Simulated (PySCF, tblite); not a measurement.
# C8H6S: dynamics, then NMR shifts on frames

Aim: move C8H6S (`C#Cc1cccc(S)c1`) away from its starting geometry and see how NMR shifts follow the geometry.

Programs: tblite 0.8.0 and PySCF 2.14.0, with density-fitted response routines of our own. Each step states its level of theory. These are calculated values for one molecule in the gas phase, unless marked as measured. Atoms are numbered from 0 throughout.

## (1) Starting geometry

15 atoms, charge 0, multiplicity 1; geometry from: GFN2-xTB.

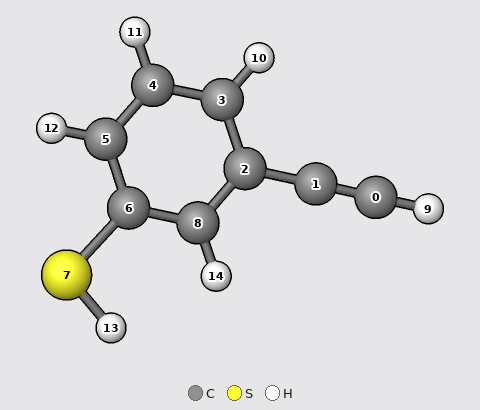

As it starts; carbon grey, sulfur yellow, hydrogen white, atoms numbered.

## (2) A short Langevin run with GFN2-xTB

What the job is given:

```
{"job": {"kind": "md", "xc": "GFN2-xTB", "basis": "xTB", "temperature": 400, "steps": 2000, "every": 50, "frames": 5}, "charge": 0, "multiplicity": 1}
C      3.351725    -0.817991     0.072109
C      2.214530    -0.434095     0.053147
C      0.870334     0.010574     0.026243
C      0.577494     1.373631     0.049459
C     -0.740279     1.791387     0.018946
C     -1.769174     0.869102    -0.034890
C     -1.476885    -0.490397    -0.056679
S     -2.826195    -1.633565    -0.121723
C     -0.162044    -0.924135    -0.026259
H      4.346978    -1.149147     0.090620
H      1.383375     2.090748     0.090615
H     -0.972213     2.845755     0.037156
H     -2.798835     1.191375    -0.059303
H     -2.080003    -2.737005    -0.117259
H      0.076779    -1.978248    -0.044096
```

Method: GFN2-xTB Langevin dynamics, gas phase.

Command:

```
OMP_NUM_THREADS=1 python probes_run.py task.json out
```

This one command runs all jobs of the session in turn.

Standard output:

```text
t/fs     T/K      E/eV
    0.0   319.0   -635.34443
   25.0   120.7   -634.91166
   50.0   268.8   -634.87513
   75.0   264.6   -634.83337
  100.0   288.4   -634.77434
  125.0   282.4   -634.84922
  150.0   363.9   -634.75521
  175.0   377.5   -634.79829
  200.0   358.1   -634.76975
  225.0   404.4   -634.58720
  250.0   524.0   -634.88939
  275.0   382.2   -634.64772
  300.0   313.7   -634.40428
  325.0   474.2   -634.64922
  350.0   454.4   -634.52979
  375.0   420.4   -634.18279
  400.0   578.1   -634.43008
  425.0   446.0   -634.46003
  450.0   437.1   -634.52290
  475.0   393.1   -634.48829
  500.0   499.4   -634.46339
  525.0   504.7   -634.13479
  550.0   471.8   -634.09196
  575.0   555.4   -634.38219
  600.0   421.8   -634.15691
  625.0   572.2   -634.09290
  650.0   728.2   -634.46123
  675.0   458.2   -634.10017
  700.0   567.9   -634.57733
  725.0   515.8   -634.75993
  750.0   514.8   -634.63867
  775.0   481.5   -634.64836
  800.0   475.6   -634.86654
  825.0   338.7   -634.74261
  850.0   312.6   -634.69501
  875.0   437.3   -634.81372
  900.0   386.2   -634.66660
  925.0   457.0   -634.84394
  950.0   426.5   -634.69080
  975.0   359.8   -634.64286
 1000.0   389.3   -634.62991
```

It took 13 s on 1 thread of Arm Neoverse V1, shared host; peak memory 0.18 GiB.

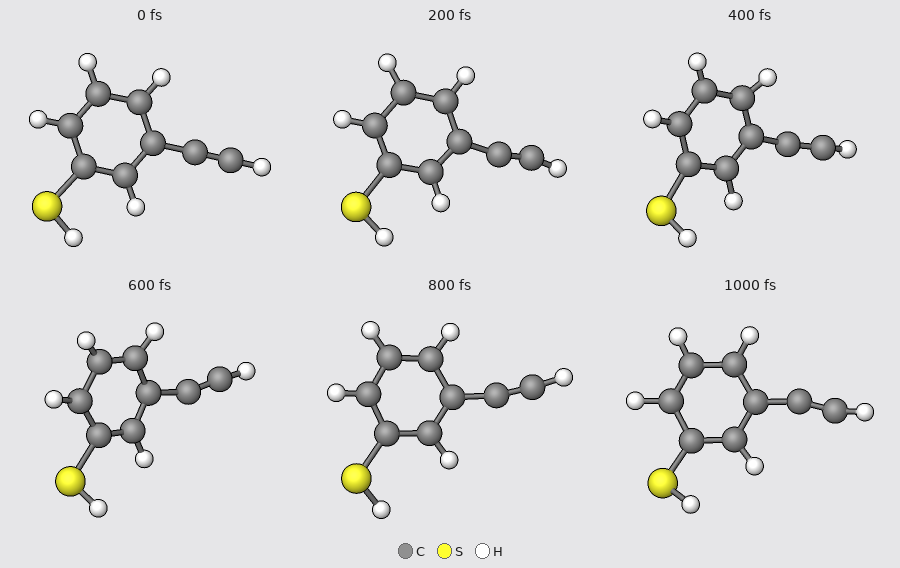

Frames of the run.

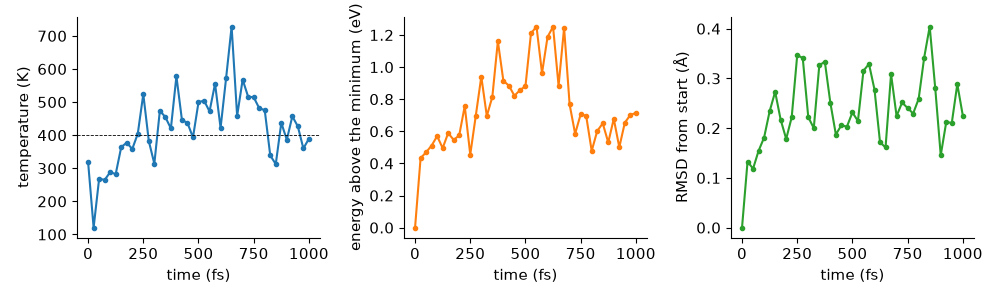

Temperature, potential energy and distance from the start.

Positions (Å) and forces (eV/Å) at 1000 fs:

```xyz
15

C     2.853   -0.267    1.215   -1.074    0.434   -0.335
C     1.799    0.167    0.842   -1.257   -0.397   -1.049
C     0.515    0.320    0.194    0.467    1.056    0.421
C    -0.013    1.606    0.026    0.115   -0.767    0.164
C    -1.311    1.742   -0.472    2.200   -0.150    0.622
C    -2.036    0.677   -0.830   -2.719   -2.429    0.152
C    -1.574   -0.676   -0.564    1.697    3.716   -0.040
S    -2.667   -1.930   -0.660   -1.459   -2.095   -0.084
C    -0.261   -0.799   -0.118    0.281   -0.152    0.279
H     3.706   -0.430    1.736    1.482   -0.314    0.707
H     0.531    2.473    0.370    0.045   -0.063   -0.094
H    -1.650    2.715   -0.443   -1.094    1.718   -0.436
H    -3.161    0.823   -1.074    1.972   -0.413    0.134
H    -2.030   -2.735    0.210   -0.079    0.018   -0.251
H     0.241   -1.733    0.123   -0.579   -0.163   -0.188
```

## (3) Shielding tensors: 250 fs, PBE0/pcSseg-1

What the job is given:

```
{"job": {"kind": "nmr", "xc": "PBE0", "basis": "pcSseg-1", "pop": false}, "charge": 0, "multiplicity": 1}
C      2.843700    -0.797300    -0.940200
C      1.811200    -0.388900    -0.495000
C      0.467400    -0.057900    -0.108000
C      0.236300     1.329900     0.001200
C     -1.085300     1.785900     0.162300
C     -2.124800     0.828800     0.205500
C     -1.839200    -0.529700     0.161600
S     -3.178600    -1.631100     0.431900
C     -0.514100    -0.988100     0.034500
H      3.797600    -0.968400    -1.370600
H      1.042100     2.016400    -0.022000
H     -1.270400     2.859200     0.215600
H     -3.097700     1.291500     0.300300
H     -3.268700    -2.255800    -0.811800
H     -0.266900    -2.016200    -0.032100
```

Method: GIAO PBE0/pcSseg-1 NMR shielding, non-relativistic, gas phase.

Standard output:

```text
coarse grid: 14032 points
cycle   1  E = -705.9023508653  dE =  1.577e+00  |g| = 3.815e-01  |ddm| = 4.151e+00
cycle   2  E = -705.9149138066  dE = -1.256e-02  |g| = 3.315e-01  |ddm| = 1.048e+00
cycle   3  E = -705.9429015170  dE = -2.799e-02  |g| = 6.444e-02  |ddm| = 4.371e-01
cycle   4  E = -705.9435430453  dE = -6.415e-04  |g| = 4.288e-02  |ddm| = 1.138e-01
cycle   5  E = -705.9440450071  dE = -5.020e-04  |g| = 7.641e-03  |ddm| = 5.805e-02
cycle   6  E = -705.9440569739  dE = -1.197e-05  |g| = 3.614e-03  |ddm| = 1.127e-02
cycle   7  E = -705.9440596035  dE = -2.630e-06  |g| = 1.633e-03  |ddm| = 3.617e-03
final grid: 133648 points
cycle   8  E = -706.0015308221  dE = -3.117e-05  |g| = 8.381e-03  |ddm| = 5.873e-02
cycle   9  E = -706.0015172174  dE =  1.360e-05  |g| = 1.124e-02  |ddm| = 2.369e-02
cycle  10  E = -706.0015469073  dE = -2.969e-05  |g| = 2.630e-03  |ddm| = 1.428e-02
cycle  11  E = -706.0015487199  dE = -1.813e-06  |g| = 4.451e-04  |ddm| = 2.814e-03
cycle  12  E = -706.0015487648  dE = -4.490e-08  |g| = 1.644e-04  |ddm| = 6.414e-04
cycle  13  E = -706.0015487716  dE = -6.725e-09  |g| = 5.914e-05  |ddm| = 2.363e-04
cycle  14  E = -706.0015487725  dE = -8.981e-10  |g| = 1.496e-05  |ddm| = 7.304e-05
converged SCF energy = -706.0015487725

GIAO shielding tensors (ppm)
atom      isotropic    diamagn.    paramagn.     s11        s22        s33       span
  0 C       99.020     261.234    -162.214     34.971     47.518    214.570    179.599
  1 C       96.548     251.683    -155.135    -12.759      3.983    298.420    311.178
  2 C       59.619     259.389    -199.769    -39.921     49.115    169.663    209.584
  3 C       41.180     250.438    -209.258    -75.437     30.290    168.687    244.124
  4 C       41.538     255.919    -214.380    -78.975     33.558    170.032    249.006
  5 C       42.220     249.603    -207.383    -64.699     33.905    157.453    222.152
  6 C       54.917     258.876    -203.959    -39.809     41.069    163.491    203.300
  7 S      528.086    1052.196    -524.110    400.070    436.071    748.115    348.046
  8 C       45.529     246.556    -201.027    -52.859     35.983    153.462    206.321
  9 H       28.641      33.058      -4.417     23.978     25.072     36.873     12.895
 10 H       23.962      31.895      -7.933     21.005     22.255     28.627      7.622
 11 H       23.633      29.979      -6.347     20.836     23.327     26.735      5.900
 12 H       23.456      30.106      -6.649     19.503     22.723     28.143      8.639
 13 H       26.811      25.881       0.930     20.346     24.519     35.570     15.224
 14 H       23.932      32.235      -8.304     19.683     22.056     30.056     10.373
```

Run time: 24 s. Hardware: 1 thread of Arm Neoverse V1, shared host; peak memory 0.83 GiB.

The references, computed at this level on geometries of the same kind, shield at (ppm): 1H TMS 31.72, 13C TMS 186.9, 33S CS2 504. Their shielding less the atom's gives the shift. The references are single molecules in the gas phase. Each atom is listed at this fixed geometry, with no averaging over motion; a spectrum would average atoms that exchange fast.

```tsv
atoms	environment	σ (ppm)	δ (ppm)
C3	aromatic CH	41.2	145.7
C4	aromatic CH	41.5	145.4
C5	aromatic CH	42.2	144.7
C8	aromatic CH	45.5	141.4
C6	aromatic carbon bearing sulfur	54.9	132.0
C2	substituted aromatic carbon	59.6	127.3
C1	alkyne carbon	96.5	90.4
C0	terminal alkyne carbon	99.0	87.9
H12	hydrogen on an aromatic CH	23.46	8.26
H11	hydrogen on an aromatic CH	23.63	8.08
H14	hydrogen on an aromatic CH	23.93	7.79
H10	hydrogen on an aromatic CH	23.96	7.75
H13	hydrogen on a thiol sulfur	26.81	4.91
H9	hydrogen on a terminal alkyne carbon	28.64	3.08
S7	thiol sulfur	528	-24
```

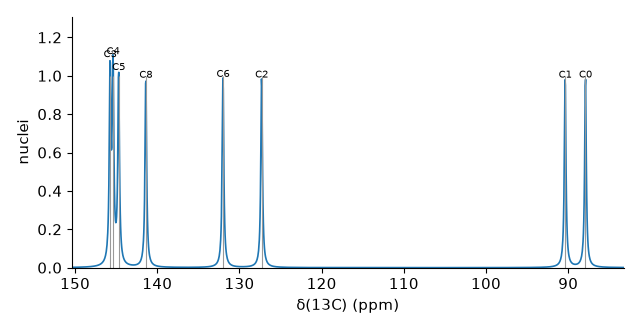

13C lines at the computed shifts, without couplings. Lines are broadened to a width of 0.23 ppm (Lorentzian).

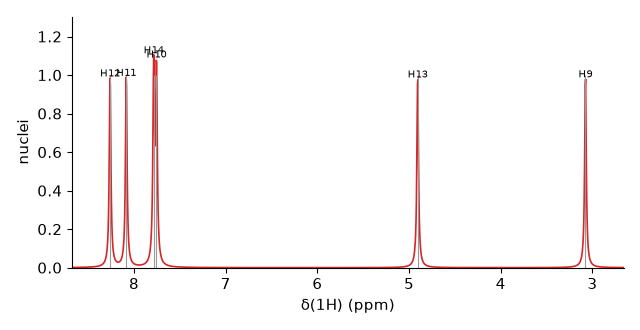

1H lines at the computed shifts, without couplings. Lines are broadened to a width of 0.02 ppm (Lorentzian).

Ring of atoms C2, C3, C4, C5, C6, C8: NICS(0) -8.5, NICS(1) -10.8, NICS(1)zz -25.9 ppm (means of both faces).

## (4) Nuclear shieldings: 425 fs, PBE0/pcSseg-1

What the job is given:

```
{"job": {"kind": "nmr", "xc": "PBE0", "basis": "pcSseg-1", "pop": false}, "charge": 0, "multiplicity": 1}
C      2.714800    -0.588600    -0.926100
C      1.611300    -0.261200    -0.672500
C      0.415200    -0.018200    -0.077000
C     -0.056000     1.258000     0.298100
C     -1.331500     1.428000     0.777800
C     -2.201100     0.426100     0.730000
C     -1.771100    -0.851600     0.424100
S     -3.011100    -2.027300     0.362800
C     -0.421400    -1.109100     0.027800
H      3.735400    -0.890500    -1.075700
H      0.763900     2.002200     0.207700
H     -1.767500     2.410400     1.090500
H     -3.304800     0.634800     0.788800
H     -2.094200    -3.013800     0.555700
H     -0.100500    -2.050200    -0.226000
```

Method: GIAO PBE0/pcSseg-1 NMR shielding, non-relativistic, gas phase.

Standard output:

```text
coarse grid: 14032 points
cycle   1  E = -705.8730135473  dE =  1.882e+00  |g| = 4.191e-01  |ddm| = 4.186e+00
cycle   2  E = -705.8784227542  dE = -5.409e-03  |g| = 4.015e-01  |ddm| = 1.167e+00
cycle   3  E = -705.9192224352  dE = -4.080e-02  |g| = 1.089e-01  |ddm| = 5.607e-01
cycle   4  E = -705.9219887751  dE = -2.766e-03  |g| = 4.280e-02  |ddm| = 1.425e-01
cycle   5  E = -705.9223837085  dE = -3.949e-04  |g| = 1.669e-02  |ddm| = 4.401e-02
cycle   6  E = -705.9224523048  dE = -6.860e-05  |g| = 4.223e-03  |ddm| = 2.042e-02
cycle   7  E = -705.9224565417  dE = -4.237e-06  |g| = 1.745e-03  |ddm| = 6.785e-03
final grid: 133648 points
cycle   8  E = -705.9798311064  dE = -2.488e-05  |g| = 8.858e-03  |ddm| = 5.963e-02
cycle   9  E = -705.9798095876  dE =  2.152e-05  |g| = 1.250e-02  |ddm| = 2.815e-02
cycle  10  E = -705.9798499819  dE = -4.039e-05  |g| = 2.737e-03  |ddm| = 1.766e-02
cycle  11  E = -705.9798518549  dE = -1.873e-06  |g| = 4.207e-04  |ddm| = 2.388e-03
cycle  12  E = -705.9798518906  dE = -3.577e-08  |g| = 1.715e-04  |ddm| = 7.099e-04
cycle  13  E = -705.9798518981  dE = -7.434e-09  |g| = 5.324e-05  |ddm| = 2.503e-04
cycle  14  E = -705.9798518988  dE = -7.105e-10  |g| = 1.731e-05  |ddm| = 7.725e-05
converged SCF energy = -705.9798518988

GIAO shielding tensors (ppm)
atom      isotropic    diamagn.    paramagn.     s11        s22        s33       span
  0 C       94.110     260.194    -166.085     37.242     45.255    199.832    162.590
  1 C       99.362     253.618    -154.256    -13.878     10.564    301.399    315.277
  2 C       57.332     257.780    -200.448    -51.645     46.361    177.279    228.924
  3 C       56.033     248.843    -192.810    -38.140     36.318    169.922    208.062
  4 C       59.526     253.099    -193.572    -39.021     42.151    175.448    214.469
  5 C       53.826     254.912    -201.085    -48.611     56.243    153.848    202.459
  6 C       43.248     260.766    -217.519    -53.325     19.507    163.561    216.886
  7 S      528.009    1053.865    -525.856    317.712    481.220    785.095    467.383
  8 C       43.331     250.063    -206.732    -65.961     50.098    145.855    211.815
  9 H       27.971      32.463      -4.492     23.771     24.951     35.190     11.419
 10 H       23.939      29.934      -5.995     20.168     23.661     27.987      7.819
 11 H       23.933      28.042      -4.109     19.845     25.328     26.626      6.781
 12 H       23.807      29.594      -5.788     19.246     23.675     28.499      9.253
 13 H       27.486      27.224       0.262     19.558     27.844     35.057     15.499
 14 H       24.561      34.838     -10.277     20.341     21.848     31.494     11.153
```

Run time: 23 s. Hardware: 1 thread of Arm Neoverse V1, shared host; peak memory 0.82 GiB.

Key values: δ C6 143.7, C8 143.6, C5 133.1, C3 130.9, H12 7.91, H11 7.78 ppm.

[end of part 1 of 2]
